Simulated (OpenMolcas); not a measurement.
**doublet C3H9Sb+ at 3 levels**

We compute a comparison of 3 runs (UHF/STO-3G, U-r2SCAN/def2-SVP, UM06-2X/def2-SVP) of doublet C3H9Sb+. 

Program for the calculation: OpenMolcas 26.06.

### 1 The structure to begin with

C3H9Sb+: 13 atoms, total charge +1, spin state doublet. As SMILES of the parent species, `C[Sb](C)C`. Geometry: relaxed at PBE0-D4/def2-TZVP. That shape belongs to the parent species and isn't relaxed for this state.

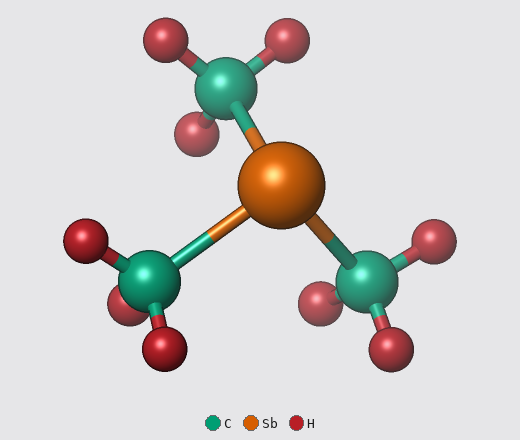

The structure, seen from a chosen angle (carbon teal, antimony orange, hydrogen red).

### 2 A single-point energy at UHF/STO-3G (run 1)

Contents of mol.inp:

```
* C3H9Sb Hartree-Fock
&GATEWAY
BasLib
$CurrDir
Coord
13
angstrom
C       -0.627060       1.613630      -0.596750
Sb       0.652600      -0.078480      -0.986730
C        1.547960      -0.074710       0.975700
C       -0.846730      -1.547890      -0.491030
H       -0.031480       2.527050      -0.572700
H       -1.133390       1.486100       0.361170
H       -1.370260       1.702910      -1.390050
H        0.772940       0.002250       1.739680
H        2.112440      -0.996110       1.124100
H        2.230910       0.770880       1.066340
H       -0.382820      -2.531060      -0.402650
H       -1.598280      -1.586820      -1.280530
H       -1.326820      -1.287750       0.453470
Basis
STO-3G
Group
NoSym
&SEWARD
&SCF
UHF
Charge
1
Spin
2
Thresholds
1e-10 1e-07 1e-07 1e-05
PrOrbitals
1 1
```

The basis set STO-3G is read from a file made from the Basis Set Exchange's data (not shown).

The run is started by

```sh
$ export MOLCAS_MEM=1860
$ pymolcas mol.inp > mol.log
```

The program printed:

```text
--- Start Module: gateway ---
[...]
--- Stop Module: gateway /rc=_RC_ALL_IS_WELL_ ---
--- Start Module: seward ---
[...]
      Basis functions           51
--- Stop Module: seward /rc=_RC_ALL_IS_WELL_ ---
[...]
--- Start Module: scf ---
[...]
       Convergence after  17 Iterations
[...]
::    Total SCF energy                              -6368.6484429787
[...]
      Total spin, S                                     0.5018295246
[...]
      Total electronic charge=   77.000000
      Total            charge=    1.000000
[...]
      Dipole Moment (debye):
      Origin of the operator (angstrom)=    0.4763   -0.0573   -0.7202
                   X=  4.5019E-01               Y= -5.4182E-02               Z= -6.8071E-01           Total=  8.1790E-01
      Center of Charge (angstrom)
[...]
--- Stop Module: scf /rc=_RC_ALL_IS_WELL_ ---
[...]
```

It took 4.8 s on 1 thread of Intel Xeon Platinum 8259CL at 2.50GHz (Skylake/Cascade Lake), shared host; peak memory 0.38 GiB.

### 3 A single-point energy at U-r2SCAN/def2-SVP (core potential) (run 2)

Contents of job.inp:

```
>>> EXPORT MOLCAS_PRINT=2

&GATEWAY
 BasLib = $CurrDir
 Coord
 13
 angstrom
 C       -0.627060       1.613630      -0.596750
 Sb       0.652600      -0.078480      -0.986730
 C        1.547960      -0.074710       0.975700
 C       -0.846730      -1.547890      -0.491030
 H       -0.031480       2.527050      -0.572700
 H       -1.133390       1.486100       0.361170
 H       -1.370260       1.702910      -1.390050
 H        0.772940       0.002250       1.739680
 H        2.112440      -0.996110       1.124100
 H        2.230910       0.770880       1.066340
 H       -0.382820      -2.531060      -0.402650
 H       -1.598280      -1.586820      -1.280530
 H       -1.326820      -1.287750       0.453470
 Basis = def2-SVP
 Group = NoSym

&SEWARD
 GridInput
 Grid=UltraFine
 End of Grid

&SCF
 UHF
 Charge = 1
 Spin = 2
 KSDFT = 2
 1.0 MGGA_X_R2SCAN
 1.0 MGGA_C_R2SCAN
 Thresholds = 1e-10 1e-07 1e-07 1e-05
 PrOrbitals = 1 1
```

The basis set def2-SVP is read from a file made from the Basis Set Exchange's data (not shown).

The run is started by

```sh
$ export MOLCAS_MEM=1860
$ pymolcas job.inp > job.log
```

The program printed:

```text
--- Start Module: gateway ---
[...]
--- Stop Module: gateway /rc=_RC_ALL_IS_WELL_ ---
--- Start Module: seward ---
[...]
      Basis functions          113
--- Stop Module: seward /rc=_RC_ALL_IS_WELL_ ---
[...]
--- Start Module: scf ---
[...]
       Convergence after  19 Iterations
[...]
::    Total KS-DFT energy                            -359.5907162720
[...]
      Total spin, S                                     0.5012395222
[...]
      Total electronic charge=   49.000000
      Total            charge=    1.000000
[...]
      Dipole Moment (debye):
      Origin of the operator (angstrom)=    0.4763   -0.0573   -0.7202
                   X= -5.7424E-01               Y=  6.8926E-02               Z=  8.6829E-01           Total=  1.0433E+00
      Center of Charge (angstrom)
[...]
--- Stop Module: scf /rc=_RC_ALL_IS_WELL_ ---
[...]
```

Wall time 3.5 min (1 thread of Intel Xeon Platinum 8259CL at 2.50GHz (Skylake/Cascade Lake), shared host); peak memory 0.68 GiB.

### 4 A single-point energy at UM06-2X/def2-SVP (core potential) (run 3)

Contents of mol.inp:

```
&GATEWAY
 BasLib = $CurrDir
 Coord
 13
 angstrom
 C       -0.627060       1.613630      -0.596750
 Sb       0.652600      -0.078480      -0.986730
 C        1.547960      -0.074710       0.975700
 C       -0.846730      -1.547890      -0.491030
 H       -0.031480       2.527050      -0.572700
 H       -1.133390       1.486100       0.361170
 H       -1.370260       1.702910      -1.390050
 H        0.772940       0.002250       1.739680
 H        2.112440      -0.996110       1.124100
 H        2.230910       0.770880       1.066340
 H       -0.382820      -2.531060      -0.402650
 H       -1.598280      -1.586820      -1.280530
 H       -1.326820      -1.287750       0.453470
 Basis = def2-SVP
 Group = NoSym

&SEWARD
 GridInput
 Grid=UltraFine
 End of Grid

&SCF
 UHF
 Charge = 1
 Spin = 2
 KSDFT = M062X
 Thresholds = 1e-10 1e-07 1e-07 1e-05
 PrOrbitals = 1 2
```

The basis set def2-SVP is read from a file made from the Basis Set Exchange's data (not shown).

The run is started by

```sh
$ export MOLCAS_MEM=1860
$ pymolcas mol.inp > mol.log
```

The program printed:

```text
--- Start Module: gateway ---
[...]
--- Stop Module: gateway /rc=_RC_ALL_IS_WELL_ ---
--- Start Module: seward ---
[...]
      Basis functions          113
--- Stop Module: seward /rc=_RC_ALL_IS_WELL_ ---
[...]
--- Start Module: scf ---
[...]
       Convergence after  17 Iterations
[...]
::    Total KS-DFT energy                            -359.4216180439
[...]
      Total spin, S                                     0.5015376574
[...]
      Total electronic charge=   49.000000
      Total            charge=    1.000000
[...]
      Dipole Moment (debye):
      Origin of the operator (angstrom)=    0.4763   -0.0573   -0.7202
                   X= -3.4230E-01               Y=  4.0965E-02               Z=  5.1762E-01           Total=  6.2192E-01
      Center of Charge (angstrom)
[...]
--- Stop Module: scf /rc=_RC_ALL_IS_WELL_ ---
[...]
```

Wall time 2.9 min (1 thread of Intel Xeon Platinum 8259CL at 2.50GHz (Skylake/Cascade Lake), shared host); peak memory 0.68 GiB.

### 5 All runs side by side

| run | level | integration grid | energy (Eh) | HOMO energy (eV) | LUMO energy (eV) | ⟨S²⟩ | wall time |
| --- | --- | --- | --- | --- | --- | --- | --- |
| 1 | UHF/STO-3G | – | -6368.648443 | -14.95 | -4.82 | 0.754 | 4.8 s |
| 2 | U-r2SCAN/def2-SVP (core potential) | UltraFine | -359.590716 | -12.48 | -10.92 | 0.752 | 3.5 min |
| 3 | UM06-2X/def2-SVP (core potential) | UltraFine | -359.421618 | -14.42 | -9.45 | 0.753 | 2.9 min |

### 6 Results

```
                                 quantity          value
                      run 3: total energy  -359.42162 Eh
run 3: HOMO energy (highest over α and β)      -14.42 eV
 run 3: LUMO energy (lowest over α and β)       -9.45 eV
                              run 3: ⟨S²⟩          0.753
```

In words: Totals of different functionals can't be ranked against each other. Some runs of one species differ in core potentials or relativity; totals across that change don't compare. In run 1 the basis is minimal, so the values are rough. In run 1 relativity is left out where basis or elements ask for it. All runs together took 6.5 min, the longest 3.5 min.
